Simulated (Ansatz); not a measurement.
A series of calculations on C4H10S2

Part 1: Relaxation

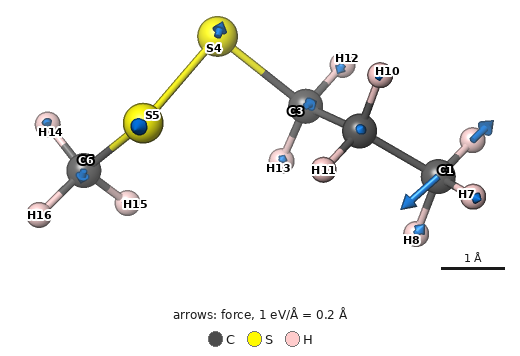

Starting geometry of C₄H₁₀S₂ with the computed forces as blue arrows. A ball-and-stick model, seen face on.

The run prepares an end point of a later path (torsion) calculation, from a guessed geometry.

These are results of Ansatz, RKS r2SCAN/6-31G, not measurements.

Input
```yaml
crystal:
  periodic: [false, false, false]
  atoms:
    - { symbol: C, position_ang: [-0.1278, -2.5216, -0.7334] }
    - { symbol: C, position_ang: [0.0457, -1.454, 0.3558] }
    - { symbol: C, position_ang: [0.8545, -0.278, -0.1632] }
    - { symbol: S, position_ang: [1.3391, 0.9378, 1.1643] }
    - { symbol: S, position_ang: [-0.5623, 1.7749, 1.5488] }
    - { symbol: C, position_ang: [-0.6602, 3.0843, 0.2957] }
    - { symbol: H, position_ang: [-0.7507, -3.3083, -0.3654] }
    - { symbol: H, position_ang: [-0.6675, -2.0136, -1.5998] }
    - { symbol: H, position_ang: [0.7789, -2.8631, -1.0649] }
    - { symbol: H, position_ang: [0.5551, -1.942, 1.2209] }
    - { symbol: H, position_ang: [-0.9374, -1.1072, 0.7354] }
    - { symbol: H, position_ang: [1.8659, -0.6418, -0.5103] }
    - { symbol: H, position_ang: [0.3432, 0.2599, -0.9965] }
    - { symbol: H, position_ang: [0.1383, 3.7903, 0.4234] }
    - { symbol: H, position_ang: [-0.6437, 2.6116, -0.6988] }
    - { symbol: H, position_ang: [-1.594, 3.6482, 0.4324] }
basis:
  gaussian: { orbitals: "6-31G" }
hamiltonian:
  xc: r2scan
relax:
  f_tol: 0.015
  max_steps: 40
```

Launched with:
```bash
ansatz run input.yaml --threads 2 --pin off --max-ram 3072MiB --backend cpu --events-out ev --progress --plain --runs-dir out
```

> Is this structure relaxed? If not, where do the atoms go?

It isn't relaxed: the largest force vector, on C1, is 4.12 eV/Å. The final displacements follow the starting forces only in part (cosine between the two patterns 0.33). The energy falls by 41.3 kJ/mol in 6 geometry steps. Largest force component: 3 eV/Å at the start, 0.0096 eV/Å at the end. The atom that moves furthest after the best rigid fit is H15 (0.15 Å). Largest moves by element: H 0.15 Å, S 0.13 Å, C 0.11 Å. Some distances before and after: S4–S5 2.113 → 2.236 Å, C1–H9 1.024 → 1.098 Å, S5–C6 1.815 → 1.888 Å, C1–H8 1.140 → 1.098 Å. Among the angles between lasting bonds that change: C2–C1–H8 106.4° → 111.1°, H7–C1–H9 112.5° → 107.9°, H14–C6–H16 106.2° → 110.2°. Cost: 41 s on 2 threads of Arm Neoverse V1, on a shared host, peak memory 0.16 GiB.

Part 2: Relaxation

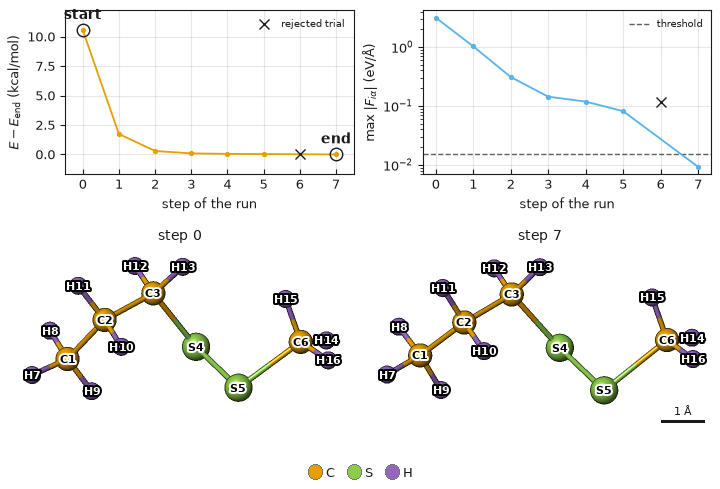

First and last geometry of a relaxation of C4H10S2, with the history of the run. Style: ball-and-stick. Shown face on.

The run prepares an end point of a later path (torsion) calculation, from a guessed geometry.

These are results of Ansatz, RKS r2SCAN/6-31G, not measurements. (no spin polarisation; force threshold 0.015 eV/Å; at most 40 steps)

> What do the curves and the structures tell?

It converged. Over 6 accepted moves (7 points after the start) the energy falls by 10.6 kcal/mol. The largest force component goes from 3.2 to 0.0092 eV/Å. The line search rejected the trial step at point 6 of the run. H8 moves most after the best rigid fit: 0.30 Å. Largest moves by element: H 0.30 Å, C 0.19 Å, S 0.17 Å. Near-neighbour distances that change, for instance: S4–S5 2.113 → 2.236 Å, S5–C6 1.815 → 1.888 Å, C1–H9 1.024 → 1.096 Å, C3–S4 1.864 → 1.908 Å. Among the angles between lasting bonds that change: C2–C1–H8 106.4° → 111.0°, H7–C1–H9 112.5° → 108.2°, H14–C6–H16 106.2° → 110.2°. Cost: 47 s on 2 threads of Arm Neoverse V1, with other jobs on the host, peak memory 0.14 GiB.

```json
{"step": "0", "E − E(0), kcal/mol": "0.00", "largest force component, eV/Å": "3.1518", "note": ""}
{"step": "1", "E − E(0), kcal/mol": "-8.82", "largest force component, eV/Å": "1.0257", "note": ""}
{"step": "2", "E − E(0), kcal/mol": "-10.27", "largest force component, eV/Å": "0.3094", "note": ""}
{"step": "3", "E − E(0), kcal/mol": "-10.47", "largest force component, eV/Å": "0.1438", "note": ""}
{"step": "4", "E − E(0), kcal/mol": "-10.51", "largest force component, eV/Å": "0.1184", "note": ""}
{"step": "5", "E − E(0), kcal/mol": "-10.53", "largest force component, eV/Å": "0.0816", "note": ""}
{"step": "6", "E − E(0), kcal/mol": "-10.51", "largest force component, eV/Å": "0.1151", "note": "rejected"}
{"step": "7", "E − E(0), kcal/mol": "-10.56", "largest force component, eV/Å": "0.0092", "note": ""}
```

Part 3: Path

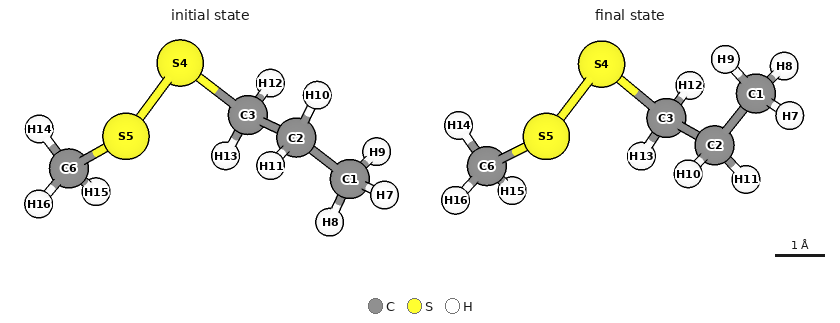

The two relaxed end points of a path for C$_{4}$H$_{10}$S$_{2}$. The picture is a ball-and-stick view, seen face on.

These are results of RKS r2SCAN/6-31G (Ansatz 0.2.0), not measurements.

Input file:
```yaml
crystal:
  periodic: [false, false, false]
  atoms:
    - { symbol: C, position_ang: [-0.192172, -2.5172, -0.753454] }
    - { symbol: C, position_ang: [0.100722, -1.51164, 0.370931] }
    - { symbol: C, position_ang: [0.930897, -0.340456, -0.141015] }
    - { symbol: S, position_ang: [1.340014, 0.943573, 1.202505] }
    - { symbol: S, position_ang: [-0.68367, 1.818937, 1.571942] }
    - { symbol: C, position_ang: [-0.699801, 3.186617, 0.269818] }
    - { symbol: H, position_ang: [-0.790029, -3.356278, -0.378707] }
    - { symbol: H, position_ang: [-0.751555, -2.043474, -1.570701] }
    - { symbol: H, position_ang: [0.737009, -2.925362, -1.172314] }
    - { symbol: H, position_ang: [0.637339, -2.004176, 1.193127] }
    - { symbol: H, position_ang: [-0.841715, -1.128125, 0.786019] }
    - { symbol: H, position_ang: [1.923215, -0.663557, -0.48527] }
    - { symbol: H, position_ang: [0.43368, 0.184615, -0.965501] }
    - { symbol: H, position_ang: [0.129489, 3.872592, 0.449144] }
    - { symbol: H, position_ang: [-0.641376, 2.756508, -0.732053] }
    - { symbol: H, position_ang: [-1.654948, 3.704826, 0.399928] }
basis:
  gaussian: { orbitals: "6-31G" }
hamiltonian:
  xc: r2scan
neb:
  order_check: false
  images: 7
  f_tol: 0.05
  max_iterations: 43
  initial_path: idpp
  final_atoms:
    - { symbol: C, position_ang: [0.30554927, -2.5934168, 0.12301383] }
    - { symbol: C, position_ang: [-0.4244712, -1.40432506, -0.50927225] }
    - { symbol: C, position_ang: [0.49822227, -0.24950798, -0.88667679] }
    - { symbol: S, position_ang: [1.35258584, 0.58164562, 0.60309017] }
    - { symbol: S, position_ang: [-0.40294517, 1.51658297, 1.62395138] }
    - { symbol: C, position_ang: [-0.47916298, 3.17308663, 0.72058805] }
    - { symbol: H, position_ang: [-0.39848761, -3.39589928, 0.37229721] }
    - { symbol: H, position_ang: [1.05822156, -3.00340107, -0.56374778] }
    - { symbol: H, position_ang: [0.81694743, -2.28820803, 1.04329445] }
    - { symbol: H, position_ang: [-1.20435517, -1.03037881, 0.16969522] }
    - { symbol: H, position_ang: [-0.93791046, -1.72729279, -1.4298304] }
    - { symbol: H, position_ang: [1.34980895, -0.5906218, -1.4921099] }
    - { symbol: H, position_ang: [-0.02856255, 0.53674862, -1.43829367] }
    - { symbol: H, position_ang: [0.46743891, 3.70112347, 0.84353861] }
    - { symbol: H, position_ang: [-0.70695248, 3.02022138, -0.33605507] }
    - { symbol: H, position_ang: [-1.2888276, 3.73104293, 1.20091593] }
```

Run as
```bash
ansatz run input.yaml --threads 2 --pin off --max-ram 3072MiB --backend cpu --events-out ev --progress --plain --runs-dir out
```

> What barrier does the band find between them, and by what path?

The two ends have nearly the same energy, and the highest point, image 4, lies 0.156 eV above the start. The motion is a rotation about the C2–C3 bond by about 115°. No bond forms or breaks between the ends. The band is converged. At the top, the vibrational analysis gives one imaginary mode (112i cm⁻¹), as a transition state must have.

Energies of the converged images:

| image | path (Å) | E (eV) |
| --- | --- | --- |
| 0 | 0.00 | 0.000 |
| 1 | 0.80 | 0.016 |
| 2 | 1.60 | 0.062 |
| 3 | 2.41 | 0.124 |
| 4 | 3.21 | 0.156 |
| 5 | 3.94 | 0.126 |
| 6 | 4.67 | 0.061 |
| 7 | 5.39 | 0.011 |
| 8 | 6.12 | -0.002 |

The geometry at the top of the path:

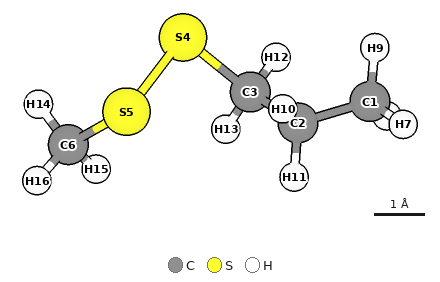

The run took 4.2 min on 2 threads of Arm Neoverse V1, with other jobs on the host, peak memory 0.15 GiB.
